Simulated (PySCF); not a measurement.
C5H6, SMILES `C1C23CC13C2`.

Method: B3LYP/def2-SVPD; geometry: GFN2-xTB; program: PySCF. No frequency check shows the geometry to be a minimum.

The calculation's input:

```python
import numpy as np
from pyscf import gto, scf, dft
from pyscf.scf import atom_ks, atom_hf
from scipy.linalg import block_diag

def solve(mol, dm0=None, hcore=None):
    mf = (dft.UKS if mol.spin else dft.RKS)(mol, xc='b3lyp')
    mf.grids.level = 3
    mf = mf.density_fit(auxbasis='def2-universal-jkfit')
    mf.conv_tol, mf.max_cycle = 1e-8, 80
    if hcore is not None:
        mf.get_hcore = lambda *args: hcore
    mf.kernel(dm0)
    if not mf.converged:
        mf = mf.newton().run(mf.mo_coeff, mf.mo_occ, max_cycle=30)
    assert mf.converged, 'SCF not converged'
    return mf

mol = gto.M(atom='''
C     -0.33151     1.23656     0.00004
C      0.00006    -0.00017     0.80034
C     -0.90541    -0.90519    -0.00004
C      0.00012     0.00005    -0.80034
C      1.23672    -0.33122     0.00000
H      0.38889     2.04542     0.00007
H     -1.35945     1.57697     0.00006
H     -1.96583    -0.68600    -0.00006
H     -0.68597    -1.96588    -0.00007
H      2.04549     0.38880     0.00005
H      1.57701    -1.35954    -0.00005
''', basis='def2-svpd', charge=0, spin=0, verbose=4)
mf = solve(mol)
out = dict(e0=mf.e_tot, dm0=mf.make_rdm1(), c=mf.mo_coeff, occ=mf.mo_occ, eps=mf.mo_energy)
for name, dq, spin in [('cation', 1, 1), ('anion', -1, 1)]:
    ion = mol.copy().set(charge=mol.charge + dq, spin=spin).build()
    mi = solve(ion)
    if spin and dq > 0 and mol.nao < 130:
        c, _, stable, _ = mi.stability(return_status=True)
        if not stable:
            mi = solve(ion, mi.make_rdm1(c, mi.mo_occ))
    print(name, 'vertical energy change / eV', (mi.e_tot - mf.e_tot) * 27.211386)
    out.update({'e_' + name: mi.e_tot, 'dm_' + name: mi.make_rdm1(), 's2_' + name: mi.spin_square()[0], 'eps_' + name: mi.mo_energy, 'occ_' + name: mi.mo_occ})
# spherically averaged free atoms, for the promolecule
atm = atom_ks.get_atm_nrks(mol, xc='b3lyp')
pro = block_diag(*[(atm[a[0]][2] * atm[a[0]][3]) @ atm[a[0]][2].T for a in mol._atom])
np.savez('result.npz', pro=pro, **out)
```

Command:

```sh
OMP_NUM_THREADS=1 python input.py
```

The run took 78 s on 1 thread of Arm Neoverse V1, with other jobs on the host, peak memory 0.67 GiB.

Partitions, critical points and surface values were worked out afterwards from this run's density.

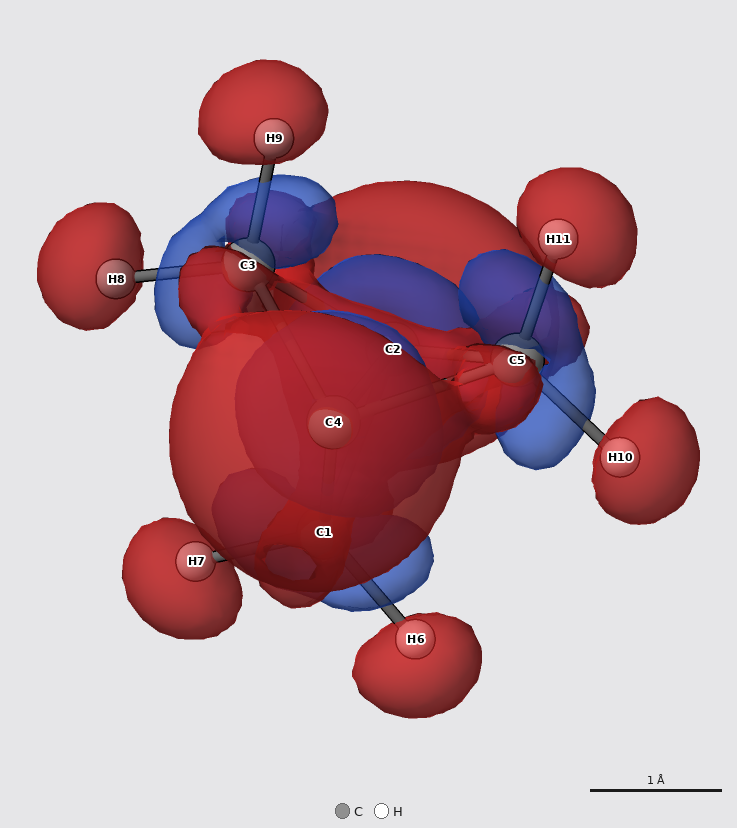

Fukui function f⁻ = ρ(N) − ρ(N−1) at fixed geometry, surfaces at ±0.02 e/Å³ (red positive, blue negative).

Question: Which atoms respond most to the removal of an electron?

Answer: f⁻ (Hirshfeld-condensed) is largest on C2 and C4 (0.26 each); the vertical ionisation energy is 9.75 eV (the stability of the cation's solution wasn't checked). Condensed values hint at sites of electrophilic attack but needn't mark the atom that reacts. Orbital relaxation makes it negative in places (0.23 e in all).

```
atom     f⁻  charge
  C1  +0.07   −0.05
  C2  +0.26   −0.06
  C3  +0.07   −0.05
  C4  +0.26   −0.06
  C5  +0.07   −0.05
  H6  +0.05   +0.05
  H7  +0.05   +0.05
  H8  +0.05   +0.05
  H9  +0.05   +0.05
 H10  +0.05   +0.05
 H11  +0.05   +0.05
```
